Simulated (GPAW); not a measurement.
# Collinear magnetic orders of Ni3 Cu1 Ni3 001 with GPAW, part 2 of 2

Aim: find out whether Ni3 Cu1 Ni3 001 carries moments, and which collinear order costs least.

GPAW 26.7.0; PBE; plane waves with GPAW's PAW setups, scalar-relativistic.

So far. Step 2 (Run 1 (ferro ++++++)): After 43 cycles the largest moment stands at 0.788 μB.

## (3) Run 2 (antiferro +++---)

An opposed order shows whether the pairs that it reverses prefer unlike signs.

The input, order2.py:

```python
import json
import numpy as np
from ase import Atoms
from ase.parallel import paropen, parprint
from gpaw import GPAW

atoms = Atoms(['Ni', 'Ni', 'Ni', 'Cu', 'Ni', 'Ni', 'Ni'],
    cell=[[2.556191, 0.0, 0.0],
         [0.0, 2.556191, 0.0],
         [0.0, 0.0, 22.146749]],
    scaled_positions=[[0.0, 0.0, 0.27092],
         [0.5, 0.5, 0.346244],
         [0.0, 0.0, 0.421567],
         [0.5, 0.5, 0.5],
         [0.0, 0.0, 0.578433],
         [0.5, 0.5, 0.653756],
         [0.0, 0.0, 0.72908]],
    pbc=True,
    magmoms=[0.8, 0.8, 0.8, 0.0, -0.8, -0.8, -0.8])
atoms.calc = GPAW(mode={'name': 'pw', 'ecut': 450},
    xc='PBE',
    kpts={'size': (20, 20, 1), 'gamma': True},
    occupations={'name': 'fermi-dirac', 'width': 0.05},
    convergence={'density': 1e-05, 'energy': 1e-05},
    maxiter=200,
    mixer={'name': 'pulay', 'beta': 0.03, 'nmaxold': 8, 'weight': 100},
    symmetry={'tolerance': 1e-4},
    txt='order2.txt')
e = atoms.get_potential_energy(force_consistent=True)
res = {'free_energy': e, 'energy_sigma0': atoms.get_potential_energy(), 'fermi_energy': atoms.calc.get_fermi_level()}
res['moments'] = atoms.get_magnetic_moments().tolist()
res['total'] = atoms.get_magnetic_moment()
parprint('site moments (muB):', np.round(res['moments'], 3))
parprint(f"total moment: {res['total']:.3f} muB")
parprint(f'free energy: {e:.6f} eV')
atoms.calc.write('order2.gpw')
with paropen('results.json', 'w') as f:
    json.dump(res, f)
```

Run with:

```console
OMP_NUM_THREADS=1 mpirun -n 4 gpaw python order2.py > order2.log
```

Numbers of over 12 decimals in the logs are rounded to 6 here.

Log:

```text
site moments (muB): [ 0.789  0.686  0.548  0.    -0.548 -0.686 -0.789]
total moment: 0.000 muB
free energy: -45.307170 eV

--- order2.txt ---
Input parameters:
  mode=PW(ecut=450),
  convergence={'density': 1e-05, 'energy': 1e-05},
  kpts=MonkhorstPack(size=(20, 20, 1), gamma=True),
  maxiter=200,
  mixer=Pulay(name='pulay', nmaxold=8, beta=0.03, weight=100, sigma=0.015, g_ss=None),
  occupations=Occupations(name='fermi-dirac', width=0.05),
  symmetry=Symmetry(tolerance=0.0001),
  xc=XC(name='PBE')

Diagonalizing LCAO Hamiltonian
Converting LCAO to pw mode
   .-----.
  /|     |
 * |     |
 | |     |
 | |     |
 | |     |
 | |     |
 | |     |
 | |     |
 Ni|     |
 | | Ni  |
 | |     |
 | |     |
 Ni|     |
 | |     |
 | | Cu  |
 | |     |
 | |     |
 Ni|     |
 | | Ni  |
 | |     |
 | |     |
 Ni|     |
 | |     |
 | |     |
 | |     |
 | |     |
 | .-----.
 |/     /
 *-----*

Atoms  # Å, Bohr magnetons
|   | symbol |        x |        y |         z |    initial magnetic moments |
|---|--------|----------|----------|-----------|-----------------------------|
| 0 |     Ni | 0.000000 | 0.000000 |  5.999997 | ( 0.0000,  0.0000,  0.8000) |
| 1 |     Ni | 1.278096 | 1.278096 |  7.668179 | ( 0.0000,  0.0000,  0.8000) |
| 2 |     Ni | 0.000000 | 0.000000 |  9.336339 | ( 0.0000,  0.0000,  0.8000) |
| 3 |     Cu | 1.278096 | 1.278096 | 11.073374 | ( 0.0000,  0.0000,  0.0000) |
| 4 |     Ni | 0.000000 | 0.000000 | 12.810410 | ( 0.0000,  0.0000, -0.8000) |
| 5 |     Ni | 1.278096 | 1.278096 | 14.478570 | ( 0.0000,  0.0000, -0.8000) |
| 6 |     Ni | 0.000000 | 0.000000 | 16.146752 | ( 0.0000,  0.0000, -0.8000) |

Unit cell  # Å
| periodic |        x |        y |         z |   lengths |    angles |
|----------|----------|----------|-----------|-----------|-----------|
|      yes | 2.556191 | 0.000000 |  0.000000 |  2.556191 | 90.000000 |
|      yes | 0.000000 | 2.556191 |  0.000000 |  2.556191 | 90.000000 |
|      yes | 0.000000 | 0.000000 | 22.146749 | 22.146749 | 90.000000 |

Number of symmetries: 8

BZ-sampling:
  Number of BZ points: 400
  Number of IBZ points: 66

  Monkhorst-Pack size: [20, 20, 1]
  Monkhorst-Pack shift: [0.025, 0.025, 0.0]

Plane wave coefficients: 3179
Cutoff: 450.000000 eV

Spin-components: 2 (collinear spins)
Bands:           69
Projectors:      42
Spin-degeneracy: 1
Datatype:        complex128

Parallelization:
  kpt:    4
  domain: 1
  band:   1

Density:
  Valence electrons: 107.0
  Components: 2
  Grid points: [ 14  14 112]
  Charge: 0.0  # |e|

Potential:
  Grid points: [ 14  14 112]

[... setups left out ...]
Reference energy: -293229.442525  # eV

eigensolver:
  PPCG
  Converge bands: occupied
  niter=2

density mixing:
  Pulay-Mixer
  Linear mixing parameters: 0.03
  Old densities: 8
  Fourier metric: weight=100, sigma=0.015

occupation numbers:
  Fermi-Dirac:
    width: 0.0500  # eV

poisson solver:
  ecut: 3600.000000  # eV

xc functional:
  name: PBE with 2 nearest neighbor stencil

convergence criteria:
- Maximum integral of absolute [dens]ity change: 1e-05 electrons / valence electron
- Maximum [total energy] change in last 3 cyles: 1e-05 eV / valence electron
- Maximum integral of absolute [eigenst]ate change: 4e-08 eV^2 / valence electron
maximum number of iterations: 200

SCF iterations
|iter     |      energy | eigst |  dens |  magmom |
|---------|-------------|-------|-------|---------|
|iter:   1|       0s |  -62.440585 | +0.59 |       |  +0.0000|
|iter:   2|      14s |  -59.125687 | -0.04 | -0.76 |  +0.0000|
|iter:   3|      28s |  -46.786047 | -0.83 | -0.82 |  -0.0000|
|iter:   4|      42s |  -45.742259 | -1.73 | -1.13 |  +0.0000|
|iter:   5|      55s |  -45.366781 | -2.10 | -1.38 |  -0.0000|
|iter:   6|      69s |  -45.257376 | -1.23 | -1.51 |  +0.0000|
|iter:   7|      83s |  -45.055961 | -2.31 | -1.43 |  -0.0000|
|iter:   8|      97s |  -45.034739 | -2.66 | -1.67 |  +0.0000|
|iter:   9|     111s |  -45.238160 | -2.15 | -1.79 |  -0.0009|
|iter:  10|     125s |  -45.126902 | -2.68 | -1.82 |  +0.0001|
[... 34 iterations left out ...]
|iter:  45|     546s |  -45.267773c| -8.37c| -4.65 |  +0.0000|
|iter:  46|     553s |  -45.267772c| -8.48c| -4.68 |  +0.0000|
|iter:  47|     559s |  -45.267771c| -8.40c| -4.71 |  +0.0000|
|iter:  48|     565s |  -45.267771c| -8.71c| -4.76 |  +0.0000|
|iter:  49|     572s |  -45.267770c| -8.65c| -4.78 |  +0.0000|
|iter:  50|     578s |  -45.267770c| -8.87c| -4.80 |  +0.0000|
|iter:  51|     584s |  -45.267769c| -8.86c| -4.83 |  +0.0000|
|iter:  52|     591s |  -45.267768c| -8.69c| -4.85 |  +0.0000|
|iter:  53|     597s |  -45.267766c| -8.26c| -4.90 |  +0.0000|
|iter:  54|     603s |  -45.267765c| -8.42c| -5.04c|  +0.0000|

Converged in 54 steps
Energy contributions relative to reference atoms: (reference = -293229.442525)

Energy contributions:
  Kinetic:          23.233337
  Coulomb:         -15.597804
  Zero:              0.801772
  External:          0.000000
  Xc:              -53.665665
  Entropy:          -0.078810
  Spinorbit:         0.000000
  ----------------------------
  Free energy:     -45.307170
  Extrapolated:    -45.267765

dipole moment: (-20.787686, -20.787686, 0.000028)  # |e|*Ang

Total magnetic moment: (0.000000, 0.000000, 0.000000)

Local magnetic moments
|        x |        y |         z |
|----------|----------|-----------|
| 0.000000 | 0.000000 |  0.788988 |  # Ni   0
| 0.000000 | 0.000000 |  0.685729 |  # Ni   1
| 0.000000 | 0.000000 |  0.547538 |  # Ni   2
| 0.000000 | 0.000000 |  0.000000 |  # Cu   3
| 0.000000 | 0.000000 | -0.547538 |  # Ni   4
| 0.000000 | 0.000000 | -0.685729 |  # Ni   5
| 0.000000 | 0.000000 | -0.788988 |  # Ni   6

Fermi level: 2.270
Eigenvalues  # (at kpt = [-0.000, -0.000, 0.000])
| band index |      eig [eV] | occ [0-1] |      eig [eV] | occ [0-1] |
|------------|---------------|-----------|---------------|-----------|
|          0 |       -61.864 |     1.000 |       -61.864 |     1.000 |
|        ... |               |           |               |           |
|         48 |         1.636 |     1.000 |         1.636 |     1.000 |
|         49 |         1.636 |     1.000 |         1.636 |     1.000 |
|         50 |         1.700 |     1.000 |         1.700 |     1.000 |
|         51 |         1.723 |     1.000 |         1.723 |     1.000 |
|         52 |         1.832 |     1.000 |         1.832 |     1.000 |
|         53 |         1.832 |     1.000 |         1.832 |     1.000 |
|         54 |         2.121 |     0.952 |         2.121 |     0.952 |
|         55 |         2.256 |     0.571 |         2.256 |     0.571 |
|         56 |         2.455 |     0.024 |         2.455 |     0.024 |
|         57 |         2.552 |     0.004 |         2.552 |     0.004 |
|         58 |         2.552 |     0.004 |         2.552 |     0.004 |
|         59 |         3.732 |     0.000 |         3.732 |     0.000 |
|         60 |         4.813 |     0.000 |         4.813 |     0.000 |
|         61 |         6.898 |     0.000 |         6.898 |     0.000 |
|         62 |         7.776 |     0.000 |         7.776 |     0.000 |
|         63 |         9.482 |     0.000 |         9.482 |     0.000 |
|        ... |               |           |               |           |
|         68 |        17.045 |     0.000 |        16.006 |     0.000 |

No gap
No difference between direct/indirect transitions
```

Elapsed: 10 min, on 4 MPI ranks of Arm Neoverse V1, shared host; peak memory 1.3 GiB; 42 min of CPU time.

Spin moment in the augmentation sphere by atom:

| atom | spin moment in the augmentation sphere (μB) |
| --- | --- |
| Ni1 | 0.789 |
| Ni2 | 0.686 |
| Ni3 | 0.548 |
| Cu4 | 0.000 |
| Ni5 | -0.548 |
| Ni6 | -0.686 |
| Ni7 | -0.789 |

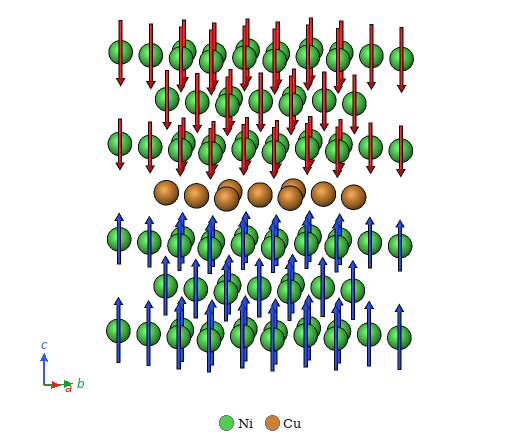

Spin moment in the augmentation sphere as arrows, the longest 0.789 μB. Up and down stand for the sign. Arrows give size and sign along the axis of quantisation, drawn up and down the page. The two directions have two colours. 3×3×1 cells are drawn. Some periodic images of atoms are drawn too.

Numbers from this step:

- magnetization: 0 μB
- final state: antiferromagnetic

It lies 1.26 meV a seeded atom over the first start, and its largest moment is 0.789 μB against 0.788 μB.

## (4) Energies of the orders

These are free energies at a smearing of 0.05 eV, so its entropy term is in the differences. They are divided by the number of seeded atoms, so that cells of unlike size compare.

Orders:

| start | final state | typed order kept | energy over the lowest (meV a seeded atom) | largest site moment (μB) | net moment (μB a primitive cell) | mesh matched | CPU time (s) |
| --- | --- | --- | --- | --- | --- | --- | --- |
| ferro ++++++ | ferromagnetic | yes | 0 | 0.7879 | 3.787 | yes | 2147 |
| antiferro +++--- | antiferromagnetic | yes | 1.256 | 0.789 | 0 | yes | 2513 |

## (5) Summary of results

| Item | Value |
| --- | --- |
| lowest state found | ferromagnetic (typed ferro ++++++) |
| largest site moment | 0.788 μB |
| next state | antiferromagnetic, 1.26 meV a seeded atom higher |

In words: The lowest state found is ferromagnetic, reached from the start ferro ++++++, with moments up to 0.788 μB. The two lowest states lie so close that the mesh, the functional or spin–orbit coupling could swap them. Only 2 starts are shown; other collinear patterns, canted and longer-period orders are not.

[Logs and program files are shortened in this print: banners, set-up blocks, solver, clock and traceback lines can be left out without a mark of their own.]

[Logs are printed without paths, hosts, clocks, repeated set-up lines and the standing remarks that a program may print on its own settings, such as how far it seeks lower states.]

[Hosts, paths, dates, database ids (printed as entryN), source tags and the programs' standing remarks are cut or masked in the printed files.]

[Where a cell is said to come from a database of computed structures, the database is the Materials Project.]
